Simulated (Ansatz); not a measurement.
## Run report: AlNH5ClO2, molecular dynamics (part 3 of 3)

The same run, continued: AlNH5ClO2; RKS PBE-D4/def2-mTZVP (Ansatz 0.2.0). It belongs to a series of runs on one base structure; here: dynamics from the highest image of the converged band.

Geometry of the input (Å):
```
Al -0.0131  -0.3615  0.1938
N  0.0881  -0.1710  2.0797
H  -0.7657  0.0400  2.6002
H  0.8610  0.3372  2.5133
Cl 1.5264  0.6026  -0.9205
O  -1.6216  -0.4726  -0.4142
H  -1.8837  -0.0275  -1.2345
O  0.4995  -2.1303  0.7292
H  -0.1723  -2.8262  0.6000
H  0.3432  -1.5805  1.7257
```

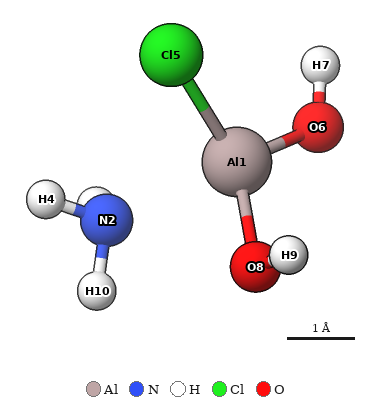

**Figure 1.** The geometry at step 105 of the log (ball-and-stick view, seen at a tilt; atoms are numbered from 1 in the order of the input).

```
Total energy: -24778.21036242 eV, -910.5824355448 hartree
Atom 0 at     0.048810    -0.712277     0.189353 Å, force     0.405051    -2.424401    -1.221737 eV/Å
Atom 1 at     0.206932     0.280546     1.767288 Å, force    -1.032509    -1.997607     3.381496 eV/Å
Atom 2 at    -0.722820     0.650492     1.619112 Å, force    -0.650635     1.055915     0.185261 eV/Å
Atom 3 at     0.924264     0.958104     1.681217 Å, force     0.884051     1.154929     0.103099 eV/Å
Atom 4 at     1.405200     0.634529    -0.676105 Å, force     1.277380     0.738362    -1.357635 eV/Å
Atom 5 at    -1.535861    -0.240750    -0.253661 Å, force    -0.834721    -0.070680     0.039312 eV/Å
Atom 6 at    -1.636641     0.498756    -0.869385 Å, force    -0.034095    -0.008620    -0.145889 eV/Å
Atom 7 at     0.384261    -2.440629     0.318741 Å, force    -2.045979     1.767839    -1.351045 eV/Å
Atom 8 at     1.050983    -2.748262     0.885709 Å, force     1.805149    -0.857372     1.395715 eV/Å
Atom 9 at     0.189203    -0.177593     2.722010 Å, force     0.226308     0.641635    -1.028577 eV/Å
Dipole moment:     0.057632     0.463429     1.103074 e Å
```

**Trajectory as extended XYZ (Å, eV, eV/Å), 20 of the 201 frames kept, from step=0 to step=200**
```
10
Properties=species:S:1:pos:R:3:forces:R:3 step=0 time_fs=0.0 energy=-24777.98500 temperature=300.0
Al   -0.0131   -0.3615    0.1938    0.0000   0.0007  -0.0018
N     0.0881   -0.1710    2.0797    0.0004   0.0000   0.0017
H    -0.7657    0.0400    2.6002   -0.0002  -0.0001  -0.0002
H     0.8610    0.3372    2.5133    0.0001   0.0000  -0.0002
Cl    1.5264    0.6026   -0.9205   -0.0005  -0.0003   0.0002
O    -1.6216   -0.4726   -0.4142    0.0010  -0.0020   0.0032
H    -1.8837   -0.0275   -1.2345   -0.0007   0.0018  -0.0030
O     0.4995   -2.1303    0.7292    0.0000  -0.0003   0.0007
H    -0.1723   -2.8262    0.6000    0.0001   0.0003  -0.0003
H     0.3432   -1.5805    1.7257   -0.0001  -0.0001  -0.0002
10
Properties=species:S:1:pos:R:3:forces:R:3 step=11 time_fs=5.5 energy=-24777.87254 temperature=192.6
Al   -0.0237   -0.3566    0.2088    0.5739  -0.1597  -0.5718
N     0.1028   -0.1654    2.0779   -0.6450   0.2037   0.4797
H    -0.7182    0.1514    2.6252    0.3604  -0.3557  -0.2976
H     0.9129    0.3228    2.4572    0.2235  -0.0500   0.0505
Cl    1.5129    0.5940   -0.9101    0.1118   0.1225  -0.0167
O    -1.5891   -0.4791   -0.4374   -0.7540   0.0739  -0.2856
H    -1.9430   -0.0522   -1.2394    0.2542  -0.1234   0.3204
O     0.5110   -2.1339    0.7048   -1.9496  -0.5776   0.3032
H    -0.3219   -2.7179    0.6307    1.5023   0.7610  -0.0556
H     0.3084   -1.5058    1.7456    0.3225   0.1052   0.0736
10
Properties=species:S:1:pos:R:3:forces:R:3 step=21 time_fs=10.5 energy=-24777.82204 temperature=144.1
Al   -0.0283   -0.3537    0.2173    0.7751  -0.5046  -0.9559
N     0.1126   -0.1579    2.0817    1.0823  -0.1844  -0.1622
H    -0.6586    0.1914    2.6265   -0.5156  -0.0834   0.4987
H     0.9843    0.2859    2.4066   -0.2919  -0.1101   0.0030
Cl    1.5015    0.5871   -0.9008    0.2426   0.2644  -0.0536
O    -1.5690   -0.4858   -0.4590   -0.6090  -0.3380   0.5211
H    -1.9622   -0.0732   -1.2260   -0.0945   0.3158  -0.4436
O     0.5053   -2.1353    0.6882    1.2039   1.8513   0.3637
H    -0.3061   -2.6047    0.6257   -1.6346  -1.4805  -0.2279
H     0.3407   -1.4098    1.7855   -0.1582   0.2694   0.4568
10
Properties=species:S:1:pos:R:3:forces:R:3 step=32 time_fs=16.0 energy=-24778.04107 temperature=355.6
Al   -0.0257   -0.3568    0.2168    0.5650  -1.6911  -1.2782
N     0.1357   -0.1516    2.0867   -0.4600   0.6890   0.9494
H    -0.6426    0.1749    2.7005    0.7286  -0.5198  -0.3473
H     1.0249    0.2445    2.3718    0.2245   0.4830   0.3447
Cl    1.4909    0.5816   -0.8910    0.4418   0.5079  -0.1091
O    -1.5604   -0.4959   -0.4792   -1.0468   0.2032  -0.1424
H    -1.9647   -0.0547   -1.2462    0.2769  -0.0287   0.2871
O     0.4975   -2.1196    0.6735   -2.1222  -0.3429  -0.5507
H    -0.3750   -2.6536    0.5847    1.8431   0.7830   0.0668
H     0.3268   -1.2249    1.9611   -0.4509  -0.0835   0.7797
10
Properties=species:S:1:pos:R:3:forces:R:3 step=42 time_fs=21.0 energy=-24778.26151 temperature=567.6
Al   -0.0181   -0.3747    0.2052    0.1589  -2.4582  -0.6591
N     0.1582   -0.1310    2.1042    0.7470   0.1296   1.2123
H    -0.5621    0.1026    2.7609   -0.7890   1.1213   0.4851
H     1.0583    0.2873    2.3994   -0.4268   0.0299   0.0365
Cl    1.4843    0.5802   -0.8829    0.5837   0.6805  -0.1743
O    -1.5669   -0.5039   -0.4965   -0.6053   0.1592   0.2792
H    -1.9265   -0.0153   -1.2464    0.0418   0.1900  -0.0737
O     0.4739   -2.0993    0.6546    1.0047   1.6358  -0.0885
H    -0.2510   -2.6848    0.5332   -1.2614  -1.3249  -0.4855
H     0.2418   -1.1539    2.2814    0.5465  -0.1632  -0.5320
10
Properties=species:S:1:pos:R:3:forces:R:3 step=53 time_fs=26.5 energy=-24778.50295 temperature=800.1
Al   -0.0086   -0.4187    0.1856   -0.4923  -1.8017  -0.0894
N     0.1850   -0.1045    2.1553   -1.0737   0.3358   2.1728
H    -0.5509    0.2405    2.8310    0.4604   0.2057  -1.0951
H     1.0405    0.3700    2.4543    0.2632   0.1313  -0.0854
Cl    1.4816    0.5839   -0.8753    0.5884   0.7180  -0.1971
O    -1.5849   -0.5087   -0.5123   -0.2045   0.3096   0.3156
H    -1.8633    0.0609   -1.2415   -0.0359   0.1679  -0.0821
O     0.4477   -2.0666    0.6290   -0.5204  -1.0758  -0.1880
H    -0.1685   -2.8104    0.4054    0.6622   0.8001  -0.0135
H     0.2714   -1.0910    2.4847    0.3527   0.2092  -0.7378
10
Properties=species:S:1:pos:R:3:forces:R:3 step=63 time_fs=31.5 energy=-24778.59411 temperature=888.1
Al   -0.0042   -0.4748    0.1665   -0.8680   0.0700  -0.0270
N     0.1990   -0.0702    2.2317    1.4265   0.4476  -0.7910
H    -0.5150    0.4461    2.7206   -0.9022  -0.3566   0.5174
H     1.0524    0.4594    2.4741    0.0256  -0.1637  -0.3613
Cl    1.4833    0.5923   -0.8698    0.3991   0.5949  -0.1290
O    -1.6057   -0.5069   -0.5237    0.0517   0.7967  -0.0920
H    -1.8001    0.1500   -1.2259    0.0032  -0.2779   0.3398
O     0.4200   -2.0463    0.6060    0.2321  -2.2787   0.2965
H     0.0012   -2.8560    0.2377    0.3375   0.6884   0.1402
H     0.3879   -1.0493    2.5285   -0.7054   0.4792   0.1063
10
Properties=species:S:1:pos:R:3:forces:R:3 step=74 time_fs=37.0 energy=-24778.48274 temperature=781.1
Al   -0.0081   -0.5353    0.1449   -0.9711   1.9105  -0.2040
N     0.2290   -0.0152    2.3036   -0.5265   1.5604  -1.9143
H    -0.5860    0.5280    2.6569    0.6543  -0.8564   0.1779
H     1.0865    0.5317    2.4209   -0.0779  -0.0546   0.1340
Cl    1.4881    0.6061   -0.8646    0.0800   0.3398   0.0391
O    -1.6264   -0.4941   -0.5343    0.5495   0.2089   0.5705
H    -1.7481    0.2203   -1.1707   -0.2567   0.3077  -0.3137
O     0.3984   -2.0582    0.5871    1.1691  -1.3636   1.7984
H     0.2029   -2.8146    0.0710   -0.3338  -1.4794  -0.9386
H     0.3619   -0.9607    2.6194   -0.2870  -0.5732   0.6508
10
Properties=species:S:1:pos:R:3:forces:R:3 step=84 time_fs=42.0 energy=-24778.37801 temperature=681.4
Al   -0.0205   -0.5740    0.1237   -0.4689   1.7832   0.0323
N     0.2544    0.0487    2.3363   -0.9545  -2.6989  -1.2274
H    -0.5957    0.4708    2.6716   -0.1700   1.0417   0.3065
H     1.1104    0.5861    2.4041    0.0814   0.1701   0.5340
Cl    1.4932    0.6212   -0.8597   -0.1704   0.0964   0.1756
O    -1.6380   -0.4753   -0.5388    0.4096   0.8167   0.0000
H    -1.7489    0.2964   -1.1382   -0.1315  -0.3719   0.2484
O     0.3911   -2.1078    0.5864    0.6890  -3.7462  -0.9276
H     0.3955   -2.8380   -0.1316   -0.0212   1.5049   1.6409
H     0.2573   -0.9040    2.8168    0.7364   1.4040  -0.7827
10
Properties=species:S:1:pos:R:3:forces:R:3 step=95 time_fs=47.5 energy=-24778.50955 temperature=807.9
Al   -0.0383   -0.5997    0.1015    0.4868   0.2942   0.7625
N     0.2616    0.0919    2.3455   -0.7390   1.6871  -1.5967
H    -0.5566    0.6000    2.7286    0.4455   0.1665  -0.3306
H     1.1133    0.6620    2.5050   -0.5042  -0.2258  -0.1954
Cl    1.4974    0.6384   -0.8529   -0.3890  -0.1740   0.2789
O    -1.6431   -0.4446   -0.5405    0.2776   0.2186   0.3394
H    -1.7956    0.3439   -1.0849   -0.1149   0.0849  -0.0858
O     0.3941   -2.2063    0.5843   -0.3167   1.1583   1.2152
H     0.6027   -2.7362   -0.1633    0.4398  -1.3373  -1.2646
H     0.3184   -0.7001    2.9255    0.4140  -1.8725   0.8771
10
Properties=species:S:1:pos:R:3:forces:R:3 step=105 time_fs=52.5 energy=-24778.24722 temperature=555.1
Al   -0.0504   -0.6196    0.0878    1.0295  -0.5747   0.9703
N     0.2540    0.1350    2.3362    0.5695  -0.9981   1.1039
H    -0.4502    0.7756    2.7294   -0.6387  -0.6914   0.0255
H     1.0669    0.7139    2.5594    0.7669   0.1347  -0.9002
Cl    1.4985    0.6529   -0.8448   -0.4993  -0.3616   0.3408
O    -1.6437   -0.4119   -0.5375    0.0486   0.1206   0.2946
H    -1.8609    0.3875   -1.0442    0.0445   0.0078   0.0065
O     0.3982   -2.2931    0.5845    0.4185   0.5888  -1.8110
H     0.8063   -2.7594   -0.2192   -0.6471   0.5737   1.4431
H     0.4532   -0.6671    3.0459   -1.0924   1.2002  -1.4734
10
Properties=species:S:1:pos:R:3:forces:R:3 step=116 time_fs=58.0 energy=-24778.32194 temperature=626.3
Al   -0.0536   -0.6469    0.0826    1.0326  -0.8006   0.9060
N     0.2550    0.1816    2.3334    0.2874   2.2549  -2.3232
H    -0.4625    0.8000    2.7179   -0.3383  -0.0622  -0.0823
H     1.1235    0.7605    2.3896   -0.4796  -0.5007  -0.3914
Cl    1.4959    0.6660   -0.8331   -0.5246  -0.5168   0.4071
O    -1.6431   -0.3741   -0.5291   -0.0404   0.1360   0.2224
H    -1.9213    0.4377   -0.9961    0.2898  -0.2708   0.2029
O     0.4012   -2.3703    0.5676   -0.2469   1.8710  -0.8192
H     0.9944   -2.7608   -0.1108   -0.2027   0.0406   0.3214
H     0.3869   -0.5389    2.9724    0.2227  -2.1514   1.5563
10
Properties=species:S:1:pos:R:3:forces:R:3 step=126 time_fs=63.0 energy=-24778.21359 temperature=521.8
Al   -0.0471   -0.6788    0.0863    0.6301  -0.5620   0.6657
N     0.2590    0.2373    2.3112   -1.7015  -2.8466   0.1194
H    -0.5396    0.7831    2.6796    0.7835   0.3360  -0.4415
H     1.1301    0.7268    2.1410    0.1990   0.3414   0.5635
Cl    1.4898    0.6743   -0.8197   -0.4813  -0.5995   0.4541
O    -1.6415   -0.3410   -0.5157    0.4598  -0.8429   0.7357
H    -1.9256    0.4728   -0.9366    0.0979   0.4606  -0.1921
O     0.3995   -2.4102    0.5427   -0.6557   2.0906  -0.3672
H     1.1257   -2.7790    0.0160    0.1164  -0.0422  -0.0857
H     0.3175   -0.6073    2.9899    0.5519   1.6648  -1.4520
10
Properties=species:S:1:pos:R:3:forces:R:3 step=137 time_fs=68.5 energy=-24778.28738 temperature=593.5
Al   -0.0335   -0.7192    0.0970    0.1845   0.2377   0.2576
N     0.2420    0.2650    2.2702    0.2530   0.0600  -3.3865
H    -0.4941    0.8744    2.5587   -0.4993   0.6091   0.3951
H     1.1137    0.7337    2.0107   -0.1302   0.2167   0.4261
Cl    1.4793    0.6787   -0.8013   -0.3983  -0.6470   0.4338
O    -1.6339   -0.3140   -0.4911    0.3860  -0.2272   0.4037
H    -1.8731    0.5514   -0.8792    0.3727  -0.3732   0.1874
O     0.3877   -2.4199    0.5061    1.2820   0.7266  -0.8264
H     1.2817   -2.7870    0.1815   -1.7679   0.8600   0.5701
H     0.3862   -0.5101    2.8459    0.3176  -1.4629   1.5392
10
Properties=species:S:1:pos:R:3:forces:R:3 step=147 time_fs=73.5 energy=-24778.38848 temperature=691.9
Al   -0.0194   -0.7538    0.1096   -0.2700   1.3316   0.1401
N     0.2238    0.2770    2.1915    0.4579  -0.7378  -0.4758
H    -0.4569    1.0199    2.4965    0.4604  -1.3701   0.1429
H     1.0922    0.7968    1.9960   -0.0262  -0.1682   0.0404
Cl    1.4670    0.6781   -0.7816   -0.2905  -0.6405   0.3433
O    -1.6198   -0.2968   -0.4606    0.5863  -0.7557   0.5782
H    -1.7520    0.5951   -0.8100    0.1351   0.1230  -0.0945
O     0.3802   -2.4094    0.4669   -2.2929   1.3749   0.2487
H     1.2552   -2.7064    0.3594    2.1482  -0.7639  -0.3180
H     0.4809   -0.5041    2.8768   -0.9084   1.6067  -0.6054
10
Properties=species:S:1:pos:R:3:forces:R:3 step=158 time_fs=79.0 energy=-24778.47728 temperature=776.5
Al   -0.0064   -0.7774    0.1247   -0.4686   2.5008  -0.0560
N     0.2147    0.2805    2.0843    1.0042  -0.6960  -0.0912
H    -0.4103    0.9525    2.4787   -1.4124   0.8299  -0.1442
H     1.0686    0.8316    1.9753    0.3599   0.0863  -0.4349
Cl    1.4512    0.6726   -0.7572   -0.1234  -0.5248   0.1911
O    -1.5949   -0.2877   -0.4184    0.3775  -0.3466   0.3280
H    -1.5816    0.6292   -0.7429   -0.0842  -0.0505  -0.1086
O     0.3628   -2.3869    0.4246    2.1602  -1.4437   0.4858
H     1.3366   -2.6554    0.5280   -1.8822   0.4316  -0.2607
H     0.4224   -0.2786    2.9110    0.0691  -0.7871   0.0907
10
Properties=species:S:1:pos:R:3:forces:R:3 step=168 time_fs=84.0 energy=-24778.44207 temperature=742.1
Al    0.0012   -0.7769    0.1382   -0.2132   2.2601   0.0997
N     0.2174    0.2811    1.9904   -0.3773   0.3770   2.5343
H    -0.5469    0.9262    2.3689    0.8111  -0.4719  -1.4061
H     1.0792    0.8596    1.8778   -0.6323  -0.1230  -0.0495
Cl    1.4359    0.6638   -0.7337    0.1281  -0.2964  -0.0582
O    -1.5667   -0.2838   -0.3753   -0.0715   0.3126  -0.0740
H    -1.4432    0.6332   -0.7028   -0.3910  -0.2961  -0.0916
O     0.3613   -2.3812    0.3907   -0.4572  -1.0408   0.0888
H     1.2478   -2.5914    0.6606    0.9812  -0.5188   0.2287
H     0.3690   -0.2127    2.9191    0.2221  -0.2026  -1.2720
10
Properties=species:S:1:pos:R:3:forces:R:3 step=179 time_fs=89.5 energy=-24778.58449 temperature=878.7
Al    0.0084   -0.7544    0.1542    0.7983   0.5307   0.3226
N     0.2163    0.2854    1.9174    0.0513  -1.3900   0.0212
H    -0.6110    0.8571    1.9647   -0.6906   0.3191   0.4348
H     1.0003    0.8895    1.7462    0.7466   0.5430   0.0278
Cl    1.4203    0.6519   -0.7086    0.4984   0.0964  -0.5159
O    -1.5380   -0.2769   -0.3282   -0.9837   0.0573  -0.1150
H    -1.3940    0.6035   -0.7015   -0.4502   0.3892  -0.4317
O     0.3641   -2.3952    0.3601    0.1813  -0.5854   0.2799
H     1.2101   -2.6044    0.7821    0.1209  -0.2706  -0.0590
H     0.3729   -0.2651    2.7705   -0.2723   0.3103   0.0354
10
Properties=species:S:1:pos:R:3:forces:R:3 step=189 time_fs=94.5 energy=-24778.31405 temperature=618.6
Al    0.0219   -0.7283    0.1715    1.3123  -1.2132   0.0162
N     0.2130    0.2800    1.8496   -0.1573   1.0813  -0.8675
H    -0.6980    0.7905    1.6664    0.7967  -0.6429   1.2522
H     0.9856    0.9668    1.6554   -0.6214  -0.8059   0.6068
Cl    1.4097    0.6418   -0.6894    0.9171   0.4938  -1.0095
O    -1.5263   -0.2653   -0.2890   -1.3881   1.0197  -0.6474
H    -1.4654    0.5925   -0.7717   -0.3655  -0.5865   0.0780
O     0.3716   -2.4179    0.3364    1.0509  -0.1358   0.9709
H     1.1721   -2.6758    0.8826   -1.1017   0.2753  -0.8887
H     0.3365   -0.2844    2.6882   -0.4431   0.5141   0.4890
10
Properties=species:S:1:pos:R:3:forces:R:3 step=200 time_fs=100.0 energy=-24778.21032 temperature=519.5
Al    0.0488   -0.7123    0.1894    0.4051  -2.4244  -1.2217
N     0.2069    0.2805    1.7673   -1.0325  -1.9976   3.3815
H    -0.7228    0.6505    1.6191   -0.6506   1.0559   0.1853
H     0.9243    0.9581    1.6812    0.8841   1.1549   0.1031
Cl    1.4052    0.6345   -0.6761    1.2774   0.7384  -1.3576
O    -1.5359   -0.2408   -0.2537   -0.8347  -0.0707   0.0393
H    -1.6366    0.4988   -0.8694   -0.0341  -0.0086  -0.1459
O     0.3843   -2.4406    0.3187   -2.0460   1.7678  -1.3510
H     1.0510   -2.7483    0.8857    1.8051  -0.8574   1.3957
H     0.1892   -0.1776    2.7220    0.2263   0.6416  -1.0286
```
